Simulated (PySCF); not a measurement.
```xyz
18

C     2.8167   -0.1530    0.0607
C     1.5851   -0.6223    0.1739
C     0.6034   -0.6859   -0.9407
Si   -0.6610    0.7387   -0.8151
S     0.4009    2.6112   -0.7871
N    -1.5389    0.6275    0.6653
Si   -2.4859   -0.6921    1.2893
H     3.4878   -0.0975    0.9008
H     3.2140    0.1754   -0.8873
H     1.2128   -0.9452    1.1373
H     0.0592   -1.6280   -0.9067
H     1.1163   -0.6276   -1.9008
H    -1.5137    0.7851   -2.0009
H     1.5606    2.0993   -0.3988
H    -1.7123    1.5149    1.1117
H    -2.7828   -0.3302    2.6733
H    -1.6610   -1.8951    1.1919
H    -3.7097   -0.8689    0.5018
```

Geometry: GFN2-xTB.

The calculation used CAM-B3LYP/def2-SVPD, SCF density, gas phase (PySCF).

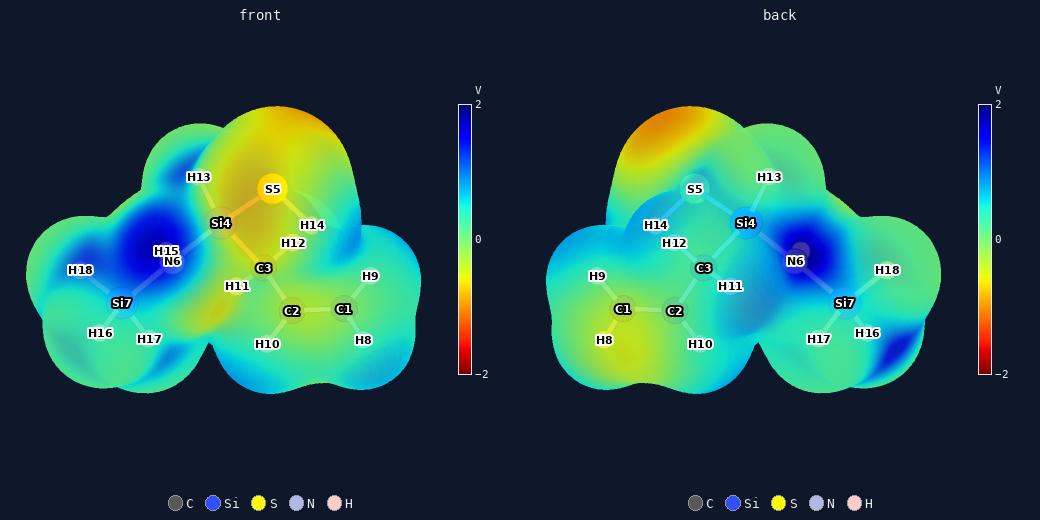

C3H11NSSi2. The molecular electrostatic potential painted on the density surface at 0.002 e/bohr³, seen from the front and from behind; red is negative and blue positive.

### Where is the surface potential most negative and most positive?

The most negative region (about −1.0 V, or −23 kcal/mol for a unit charge) lies over S5, the most positive (about +1.8 V, or +42 kcal/mol for a unit charge) over Si4 and Si7.
